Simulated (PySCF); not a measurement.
# C3H11PSSi2 (SMILES C=CC[SiH2]S[SiH2]P): what the fields show

Input

```
{"job": {"kind": "uv", "xc": "CAM-B3LYP", "basis": "def2-SVPD", "nstates": 8, "ntriplets": 3}, "charge": 0, "multiplicity": 1}
C     -2.510864     0.739259    -0.036261
C     -1.915847    -0.242977    -0.685147
C     -0.961980    -1.235866    -0.099739
Si    -0.218441    -0.846776     1.609005
S      0.685075     1.118684     1.669231
Si     1.611213     1.347553    -0.249879
P      2.722402    -0.509664    -0.835511
H     -2.336872     0.924025     1.010960
H     -3.195720     1.408344    -0.529410
H     -2.123481    -0.388119    -1.739982
H     -0.140303    -1.385236    -0.809263
H     -1.470355    -2.202538    -0.039451
H      0.842928    -1.813192     1.887815
H     -1.185805    -0.780317     2.695465
H      2.431616     2.540335    -0.072314
H      0.577710     1.560202    -1.262510
H      3.428727     0.113239    -1.846874
H      3.751238    -0.340638     0.072927
```

Run with:

```sh
OMP_NUM_THREADS=1 python probes_run.py task.json out
```

Geometry: GFN2-xTB.

Computed with CAM-B3LYP/def2-SVPD, SCF density, gas phase in PySCF.

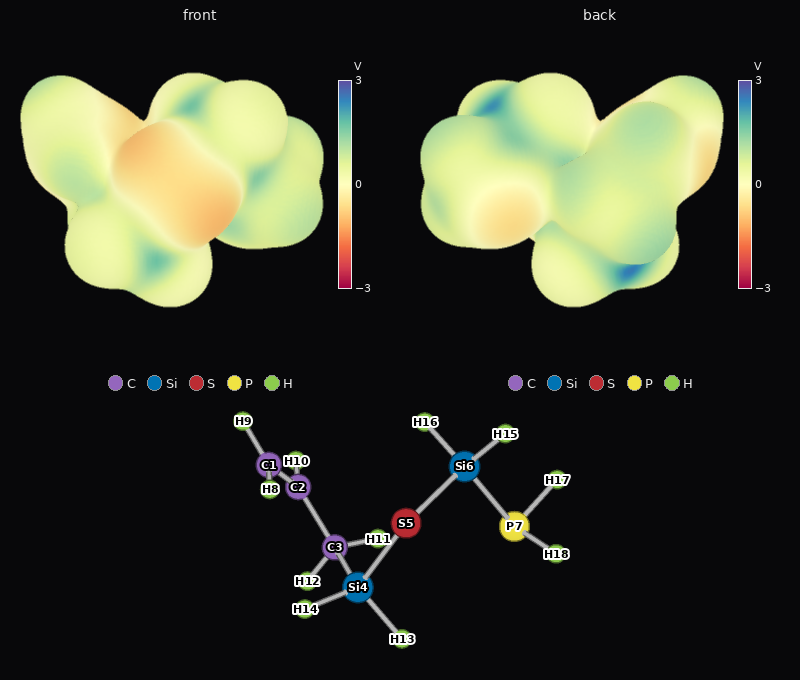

Figure 1. The electrostatic potential painted on the density surface at 0.004 e/bohr³, seen from the front and from behind; red is negative and blue positive. The bare structure is drawn below in the same view.

Where is the surface potential most negative and most positive?

The most negative region (about −1.0 V) lies over S5, the most positive (about +2.2 V) over Si4 and Si6.

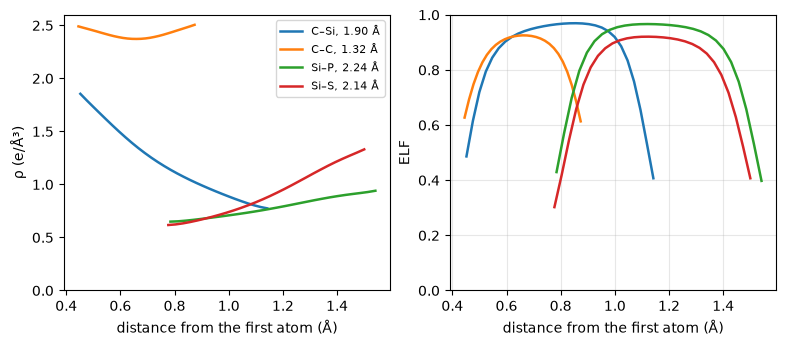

Figure 2. Electron density and electron localisation function along straight lines between neighbouring atoms. The curves leave out the atomic cores.

What can be read from the curves?

C–Si (1.90 Å): ρ is about 0.94 e/Å³ halfway; the ELF peaks at about 0.95 between the atoms; a shared electron pair.
C–C (1.32 Å): ρ at the midpoint is about 2.4 e/Å³; the ELF peaks at about 0.95 between the atoms: a short, multiple covalent bond.
Si–P (2.24 Å): ρ at the midpoint is about 0.76 e/Å³; the ELF peaks at about 0.95 between the atoms: a covalent bond.
Si–S (2.14 Å): the density is about 0.8 e/Å³ at the midpoint; the ELF peaks at about 0.90 between the atoms (a covalent bond).
